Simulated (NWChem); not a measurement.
**LiBr (SMILES [Li][Br]) at 5 levels**

Wanted: a comparison of 5 runs (revPBE/aug-cc-pVTZ, BLYP/aug-cc-pVTZ, PBE/aug-cc-pVTZ, SVWN5/aug-cc-pVTZ, TPSS/aug-cc-pVTZ) of LiBr. 

The results are computed with NWChem 7.3.0.

### Step 1. The molecule

LiBr has 2 atoms, charge 0, and is taken as a singlet. As SMILES, `[Li][Br]`. The coordinates come from a PBE0-D4/def2-TZVP relaxation.

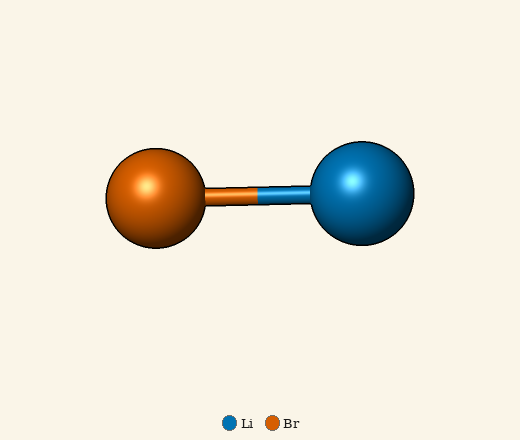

The structure, seen from a chosen angle (lithium blue, bromine orange).

### Step 2. Energy and forces at revPBE/aug-cc-pVTZ (run 1)

Contents of brli.nw:

```
start brli
title "BrLi revPBE"
memory stack 880 mb heap 220 mb global 1100 mb
charge 0
geometry units angstroms noautosym nocenter noautoz
 Li      -0.910300       0.277700      -0.476100
 Br       0.939700      -0.337900       0.480100
end
basis spherical bse
 Li library aug-cc-pVTZ
 Br library aug-cc-pVTZ
end
dft
 xc revpbe cpbe96
 grid fine
 convergence energy 1e-08
 maxiter 100
 mulliken
 print low
end
task dft gradient
```

Started as:

```
nwchem brli.nw > brli.out
```

Output:

```text
[...]
 d= 0,ls=0.0,diis     1  -2581.5430078552 -2.61D+03  9.63D-03  5.48D-01    14.3
[...]
 d= 0,ls=0.0,diis     8  -2581.5755441552  4.65D-09  1.63D-06  7.17D-08    69.6
         Total DFT energy =    -2581.575544155177
      One electron energy =    -3645.549790164249
           Coulomb energy =     1131.394412922582
    Exchange-Corr. energy =      -93.006827744420
 Nuclear repulsion energy =       25.586660830910
[...]
      Total Density - Mulliken Population Analysis
     ---------------------------------------------
    Atom       Charge   Shell Charges
 -----------   ------   -------------------------------------------------------
    1 Li   3     2.63   2.02 -0.05  0.23  0.06 -0.00  0.24  0.09  0.01 -0.00  0.06 -0.02  0.00  0.04 -0.04
    2 Br  35    35.37   2.00  2.01  1.89  0.45  1.08  0.52 -0.06  6.00  5.81  1.25  2.84  1.46  0.08  9.63  0.36  0.01  0.01  0.00  0.00
[...]
                         DFT ENERGY GRADIENTS
    atom               coordinates                        gradient
                 x          y          z           x          y          z
   1 Li     -1.720218   0.524777  -0.899699    0.002823  -0.000939   0.001459
   2 Br      1.775776  -0.638538   0.907257   -0.002823   0.000939  -0.001459
 Task  times  cpu:      125.7s     wall:      125.7s
 Total times  cpu:      125.7s     wall:      125.7s
```

Run time: 2.1 min. Hardware: 1 thread of Intel Xeon 6975P-C (Granite Rapids), shared host; peak memory 0.13 GiB.

### Step 3. Energy and forces at BLYP/aug-cc-pVTZ (run 2)

Contents of run.py:

```python
from ase import Atoms
from ase.calculators.nwchem import NWChem

system = Atoms(['Li', 'Br'], positions=[
    [-0.910300, 0.277700, -0.476100],
    [0.939700, -0.337900, 0.480100],
])

calc = NWChem(
    label='mymol',
    theory='dft',
    memory='2200 mb',
    basis='aug-cc-pVTZ',
    basispar='spherical bse',
    dft={'xc': 'becke88 lyp', 'mult': '1', 'grid': 'fine', 'convergence': 'energy 1e-08', 'iterations': '100', 'mulliken': None},
)
system.calc = calc

forces = system.get_forces()
print(f"energy = {system.get_potential_energy():.6f} eV")
print("forces (eV/A):")
for s, f in zip(system.symbols, forces):
    print(f"{s:2s} {f[0]:10.5f} {f[1]:10.5f} {f[2]:10.5f}")
print("dipole (e A):", system.get_dipole_moment().round(4))
```

Started as:

```
export ASE_NWCHEM_COMMAND="nwchem PREFIX.nwi > PREFIX.nwo"
python run.py
```

Output:

```text
energy = -70254.995230 eV
forces (eV/A):
Li   -0.10727    0.03569   -0.05543
Br    0.10727   -0.03569    0.05543
dipole (e A): [-1.2285  0.4088 -0.635 ]
```

The calculator wrote mymol.nwi:

```
title "mymol"

permanent_dir mymol

scratch_dir mymol

start mymol

geometry units angstrom nocenter noautosym noautoz
  Li -9.1030000000000000e-01 2.7770000000000000e-01 -4.7610000000000002e-01
  Br 9.3969999999999998e-01 -3.3789999999999998e-01 4.8010000000000003e-01
end

memory 2200 mb

basis spherical bse noprint
   * library aug-cc-pVTZ
end

dft
  xc becke88 lyp
  mult 1
  grid fine
  convergence energy 1e-08
  iterations 100
  mulliken
end

task dft gradient
```

mymol.nwo:

```text
Northwest Computational Chemistry Package (NWChem) 7.3.0
             --------------------------------------------------------

           Job information
           ---------------

    nwchem branch   = 7.3.0
    use scalapack   = T
    input           = mymol.nwi
    prefix          = mymol.
    data base       = mymol/mymol.db
    status          = startup
    nproc           =        1

           Memory information
           ------------------

[... 5 lines left out ...]
    hardfail = no
[... 71 lines left out ...]
  convergence criterion.
[... 37 lines left out ...]
          Spatial weights used:  Erf1
[... 32 lines left out ...]
 1-e energy   =   -3642.119857
[... 38 lines left out ...]
           Coulomb energy =     1131.182320180407
[... 809 lines left out ...]
          Convergence on density requested:  1.00D-05
[... 23 lines left out ...]
          total energy or number of iterations.
[... 33 lines left out ...]
                 ----------------------------------------
                 |  Time  |  1-e(secs)   |  2-e(secs)   |
                 ----------------------------------------
                 |  CPU   |       0.01   |      56.92   |
                 ----------------------------------------
                 |  WALL  |       0.01   |      56.92   |
                 ----------------------------------------

 Task  times  cpu:      130.5s     wall:      130.5s
 Total times  cpu:      130.5s     wall:      130.5s
```

It took 2.2 min on 1 thread of Intel Xeon 6975P-C (Granite Rapids), shared host; peak memory 0.13 GiB.

Runs 3 to 4 aren't shown in full; the table further down has their settings and results.

### Step 4. Energy and gradient at TPSS/aug-cc-pVTZ (run 5)

Contents of brli.nw:

```
START brli
memory total 2200 mb

GEOMETRY units angstroms noautosym nocenter noautoz
   Li      -0.910300       0.277700      -0.476100
   Br       0.939700      -0.337900       0.480100
END

BASIS spherical bse
   * library aug-cc-pVTZ
END

DFT
   xc xtpss03 ctpss03
   grid fine
   convergence energy 1e-08
   maxiter 100
   mulliken
END

TASK dft gradient
```

Started as:

```
nwchem brli.nw > brli.out
```

Output:

```text
[...]
          Wavefunction type:  closed shell.
          No. of atoms     :     2
          No. of electrons :    38
[...]
          Charge           :     0
          Spin multiplicity:     1
[...]
          AO basis - number of functions:   105
[...]
              XC Information
              --------------
                  TPSS metaGGA Exchange Functional  1.000
             TPSS03 metaGGA Correlation Functional  1.000
[...]
 d= 0,ls=0.0,diis     1  -2581.6813619916 -2.61D+03  9.10D-03  4.90D-01    14.1
[...]
 d= 0,ls=0.0,diis     8  -2581.7127762548  3.12D-09  1.42D-06  5.20D-08    69.3
         Total DFT energy =    -2581.712776254808
      One electron energy =    -3645.542736960904
           Coulomb energy =     1131.388870028390
    Exchange-Corr. energy =      -93.145570153204
 Nuclear repulsion energy =       25.586660830910
[...]
      Total Density - Mulliken Population Analysis
     ---------------------------------------------
    Atom       Charge   Shell Charges
 -----------   ------   -------------------------------------------------------
    1 Li   3     2.59   2.02 -0.04  0.22  0.06 -0.00  0.23  0.08  0.01 -0.00  0.06 -0.03  0.00  0.05 -0.05
    2 Br  35    35.41   2.00  2.01  1.90  0.44  1.07  0.54 -0.06  6.00  5.82  1.26  2.82  1.52  0.07  9.63  0.37  0.01  0.01  0.00  0.00
[...]
  wavefunction    = closed shell
                         DFT ENERGY GRADIENTS
    atom               coordinates                        gradient
                 x          y          z           x          y          z
   1 Li     -1.720218   0.524777  -0.899699    0.001529  -0.000509   0.000790
   2 Br      1.775776  -0.638538   0.907257   -0.001529   0.000509  -0.000790
[...]
```

Wall time 2.1 min (1 thread of Intel Xeon 6975P-C (Granite Rapids), shared host); peak memory 0.13 GiB.

### Step 5. All runs side by side

```csv
run,level,energy (Eh),largest force (eV/Å),wall time
1,revPBE/aug-cc-pVTZ,-2581.575544,0.170,2.1 min
2,BLYP/aug-cc-pVTZ,-2581.823475,0.126,2.2 min
3,PBE/aug-cc-pVTZ,-2581.386797,0.080,2.1 min
4,SVWN5/aug-cc-pVTZ,-2578.115086,0.107,2.3 min
5,TPSS/aug-cc-pVTZ,-2581.712776,0.092,2.1 min
```

### Step 6. What came out

| quantity | value |
| --- | --- |
| run 5: total energy | -2581.71278 Eh |
| run 5: dipole moment | 7.04 D |
| run 5: HOMO energy | -5.71 eV |
| run 5: LUMO energy | -1.80 eV |
| run 5: HOMO–LUMO gap | 3.91 eV |
| run 5: largest force on an atom | 0.092 eV/Å |

What this shows: Over runs 2, 3, 4, 5 the dipole moment (its size) runs from 6.93 D (BLYP/aug-cc-pVTZ) to 7.04 D (TPSS/aug-cc-pVTZ). Over runs 2, 3, 4, 5 the HOMO–LUMO gap runs from 3.48 eV (BLYP/aug-cc-pVTZ) to 3.99 eV (SVWN5/aug-cc-pVTZ). Totals of different functionals can't be ranked against each other. All runs together took 11 min, the longest 2.3 min.
